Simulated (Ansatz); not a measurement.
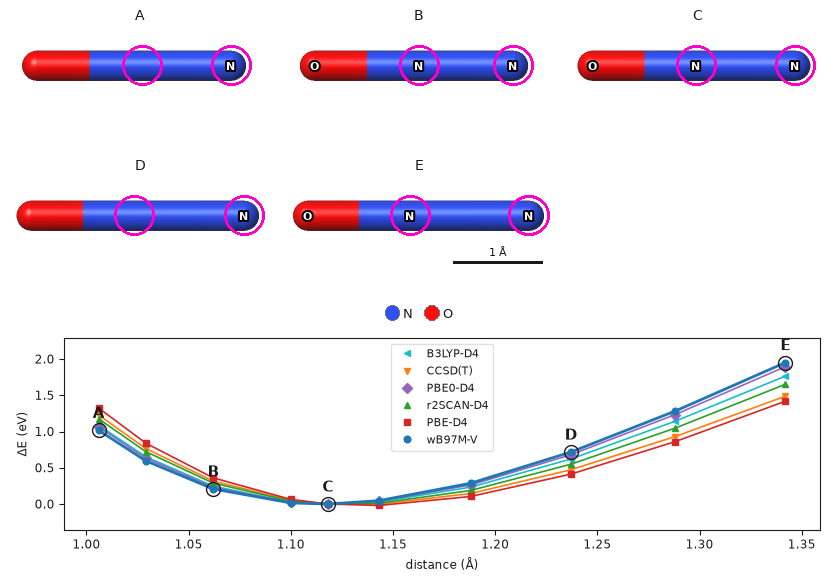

Energy scan for N2O, in which the N–N bond length is varied, with all other coordinates relaxed. The lettered frames are marked on the plot, at the values of wB97M-V. A stick model, seen face on. The ringed atoms are those of the scanned coordinate.

Levels of theory: wB97M-V, PBE-D4, r2SCAN-D4, PBE0-D4, CCSD(T), B3LYP-D4 (def2-TZVPP, Ansatz), on geometries relaxed under the constraint at PBE0-D4/def2-TZVP. Coupled cluster with a frozen core. Energies are counted from the PBE0-D4/def2-TZVP minimum geometry at the same level.

### Read off the main features of the energy profile.

With wB97M-V: the lowest computed point lies at the distance 1.118 Å (0.000 eV). The end points stand at 1.016 eV (1.006 Å) and 1.951 eV (1.342 Å). The curvature at the lowest point is about 130 eV/Å² (21 mdyn/Å). The well is steeper on the short side, as for any bond. At 1.342 Å the levels give PBE-D4 1.418 eV, CCSD(T) 1.488 eV, r2SCAN-D4 1.652 eV, B3LYP-D4 1.764 eV, PBE0-D4 1.895 eV, wB97M-V 1.951 eV. Closest to CCSD(T) there is PBE-D4. At 1.143 Å to 1.342 Å the mean-field solution behind CCSD(T) isn't stable (a lower one of broken symmetry exists), so those energies are less reliable. The T1 diagnostic reaches 0.024, so the single-reference result is less sure there.

The computed points:

Energies in eV.

| distance (Å) | wB97M-V | PBE-D4 | r2SCAN-D4 | PBE0-D4 | CCSD(T) | B3LYP-D4 |
| --- | --- | --- | --- | --- | --- | --- |
| 1.006 | 1.016 | 1.323 | 1.175 | 1.062 | 1.227 | 1.085 |
| 1.029 | 0.596 | 0.840 | 0.723 | 0.633 | 0.766 | 0.654 |
| 1.062 | 0.209 | 0.361 | 0.289 | 0.231 | 0.317 | 0.247 |
| 1.100 | 0.015 | 0.064 | 0.041 | 0.022 | 0.050 | 0.028 |
| 1.118 | 0.000 | 0.000 | 0.000 | 0.000 | 0.000 | 0.000 |
| 1.143 | 0.046 | −0.020 | 0.010 | 0.037 | −0.003 | 0.028 |
| 1.188 | 0.287 | 0.104 | 0.187 | 0.263 | 0.146 | 0.233 |
| 1.237 | 0.716 | 0.412 | 0.549 | 0.679 | 0.473 | 0.621 |
| 1.288 | 1.281 | 0.860 | 1.047 | 1.233 | 0.930 | 1.142 |
| 1.342 | 1.951 | 1.418 | 1.652 | 1.895 | 1.488 | 1.764 |
